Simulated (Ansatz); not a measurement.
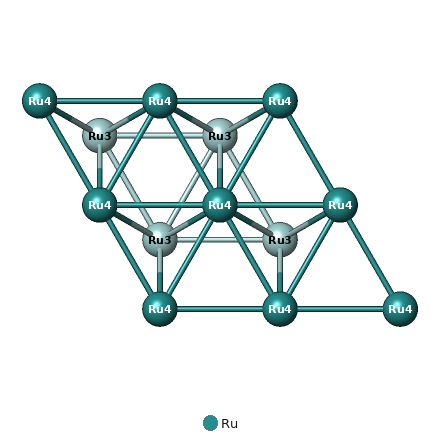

The system is N on a Ru(001) slab cut from the P6_3/mmc phase, its upper half relaxed before the scan (4 atoms of substrate and one adsorbate in a 1 × 1 cell); the picture shows it without the atoms that are moved over the map. N is moved over the surface cell; relaxed at each place: the height of the adsorbate's atoms; substrate rigid; the origin of the map has the adsorbate above Ru4. Places are given modulo a cell vector. The map is drawn in real space over the plane of the surface. Grid: 6 × 6 points; 10 points were computed and 26 follow by symmetry. All energies are given in eV relative to the lowest grid point. With one adsorbate in each 1 × 1 cell, its nearest image is 2.7 Å away, so neighbouring adsorbates interact. Theory: DFT LDA, scalar-relativistic, plane waves, PAW in Ansatz. Settings: cutoff 420 eV, k-mesh 12×12×1, gaussian smearing 0.1 eV, no spin polarisation.

Range: position of N5 along the first surface vector from 0.000 to 0.833; position of N5 along the second surface vector from 0.000 to 0.833.

**What will the energy surface look like?**

The lowest grid point is at a threefold hollow over a second-layer Ru atom, (2/6, 4/6) of the cell vectors. Higher local minima lie near a threefold hollow, (4/6, 2/6) of the cell vectors (0.42 eV above the lowest at that grid point); the top site over a surface Ru atom, (0/6, 0/6) of the cell vectors (1.55 eV above the lowest at that grid point). The highest grid point, (2/6, 1/6) of the cell vectors [nearest 1 Ru at 1.69 Å], lies 1.64 eV above the lowest. On the interpolated surface the easiest way out of the lowest well to the well at a threefold hollow, (4/6, 2/6) of the cell vectors passes a barrier of about 1.3 eV. At the lowest point the adsorbate has 3 Ru at 1.96 Å as nearest neighbours, at the highest 1 Ru at 1.69 Å. Its relaxed height above the top atom is 1.20 Å at the lowest and 1.51 Å at the highest point.

```csv
"second ↓, first →",0/6,1/6,2/6,3/6,4/6,5/6
5/6,1.62,1.62,0.85,0.85,1.62,1.62
4/6,1.58,0.85,0.00,0.85,1.58,1.64
3/6,1.28,0.85,0.85,1.28,1.01,1.01
2/6,1.58,1.62,1.58,1.01,0.42,1.01
1/6,1.62,1.62,1.64,1.01,1.01,1.64
0/6,1.55,1.62,1.58,1.28,1.58,1.62
```

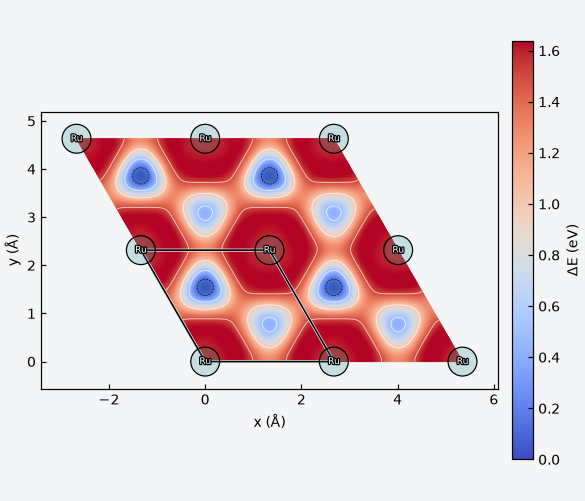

In the figure: a smooth colour map with a few white contour lines, labelled circles for the atoms of the top layer and small ones for the second layer, the outline of one cell of the 2 × 2 shown. Between grid points the surface is interpolated.

The whole map (10 points run) took 15 min on 1 thread of Arm Neoverse V2 (shared host).

PAW datasets: the set soft_1.
